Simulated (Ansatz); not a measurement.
Hypothetical diamond Al: pressure series

Base system: Al in the diamond structure (space group Fd-3m, No. 227; a = 6.0476 Å; a hypothetical phase, not in the database extracts checked).

Cell and atoms are relaxed at each pressure.

All numbers come from PBE (Ansatz, a quantum-chemistry and plane-wave program), spin-orbit coupling left out.

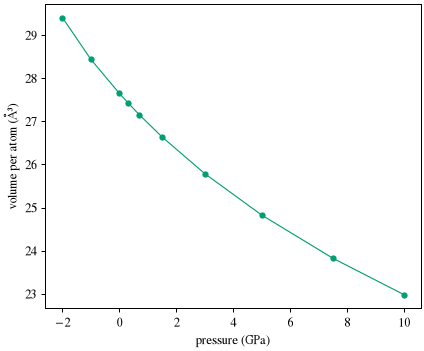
Fig. 1. Volume per atom against pressure

### Question
From the plot, what is the volume per atom for pressure 7.5 GPa?

### Answer
About 23.8 Å³.

### Question
Is the trend monotonic over the range shown?

### Answer
Yes, it falls throughout, spanning 22.98 Å³ to 29.41 Å³.

Load acts through the strain it causes; cell and atoms are relaxed under it. Whether these cells are dynamically stable was not tested. Competing high-pressure phases were not computed.
